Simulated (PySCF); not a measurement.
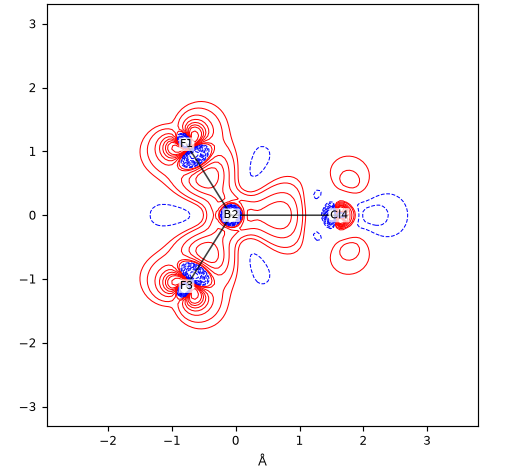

Figure 1: BClF2, SMILES `FB(F)Cl`. Deformation density (molecule less spherical, spin-averaged free atoms) in the molecular plane; contours at ±0.05 to ±0.8 e/Å³; solid red lines: gain, dashed blue lines: loss.

Method: ωB97X/def2-TZVP; geometry: GFN2-xTB; program: PySCF. No frequency check shows the geometry to be a minimum. GFN2-xTB bond lengths at metals and heavier atoms can be off by up to 0.1 Å and shapes distorted, which carries into these values.

Coordinates in Å:

```
F1       1.1038   -1.1125    0.0000
B2       0.4059   -0.0000    0.0000
F3       1.1044    1.1122    0.0000
Cl4     -1.2884    0.0002    0.0000
```

Q: Describe the bonding that the map shows.

A: F1–B2 and B2–F3: +0.35 e/Å³ at the bond critical point (bond length 1.31 Å, Mayer order 1.2). B2–Cl4: +0.33 e/Å³ at the bond critical point (bond length 1.69 Å, Mayer order 1.3). In all, 0.9 electrons gather in the regions of gain relative to the promolecule.

The PySCF run took 7.8 s on 1 thread of Arm Neoverse V2 (shared host), peak memory 0.51 GiB.
